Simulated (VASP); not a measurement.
Band structure of Ga (space group Cmce). Computed with PBE GGA, VASP's PBE PAW potentials (set 64) (plane waves; VASP).

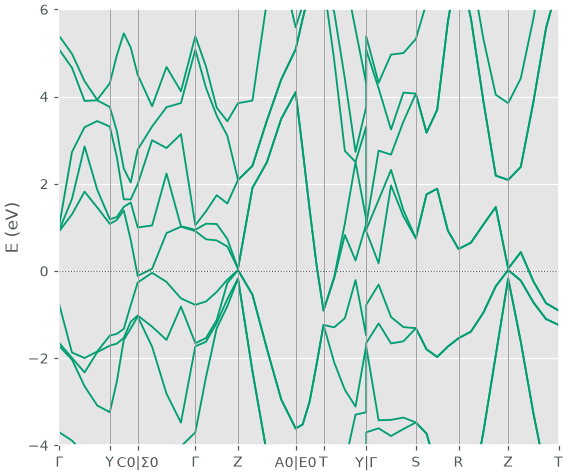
Figure: Bands along high-symmetry lines, zero at the valence-band maximum or, without a gap, the Fermi level

**Question.** Read the plot: is there a gap, and where are the band edges?

**Answer.** It has no gap at this level: it comes out as a metal or semimetal.

The structure is a typed Ga crystal (Cmce). The cell was not relaxed at this level. The k-mesh is coarse (spacing up to 0.40 per Å, 2π included), so the numbers may not be converged in it.
